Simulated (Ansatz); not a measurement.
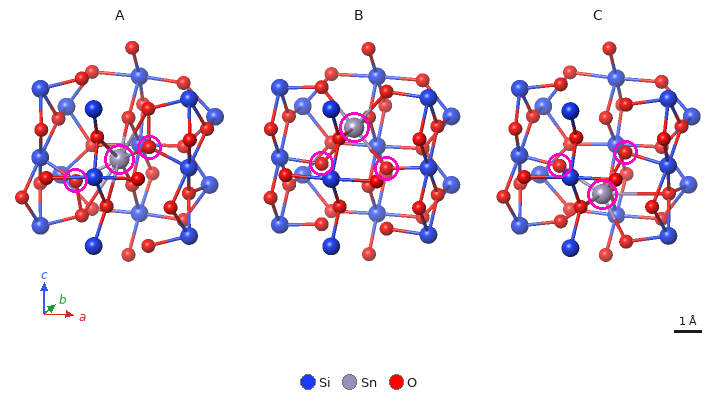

3 geometries from a converged minimum-energy path of SiO₂ with a Si vacancy (23 atoms in the cell), shuffled. A ball-and-stick model of the atoms within 4.3 Å of the middle of the path, seen slightly off an axis. The atoms that move most are ringed. Bonds to atoms that aren't drawn are left out.

The calculation used DFT PBE, scalar-relativistic, plane waves, PAW (Ansatz 0.2.0). Settings: plane-wave cutoff 420 eV; k-point mesh 2 × 2 × 3; Gaussian smearing 0.05 eV; 5 movable images; climbing image; force threshold 0.05 eV/Å; iteration limit 80; starting path by straight interpolation.

Which frame is the top of the path?

Answer. A. In order along the path, whose images run from 0 to 6: B (image 0, 0.00 eV), A (image 3, +2.78 eV), C (image 5, +0.97 eV). The Sn atom travels furthest, 2.67 Å from end to end, along −c, on a path that bends up to 0.52 Å away from the straight line. At the highest image its nearest neighbour (O) is 1.86 Å away, against 1.90 Å at the start, and the surrounding atoms stand up to 0.85 Å off the mean of their end positions.

Limits of the set-up: the periodic images lie only 5.3 Å apart, so the values are limited by the cell's size.

Cost: 52 min on 2 threads of Arm Neoverse V2, with other jobs on the host, peak memory 1 GiB.

PAW datasets: the set soft_1.
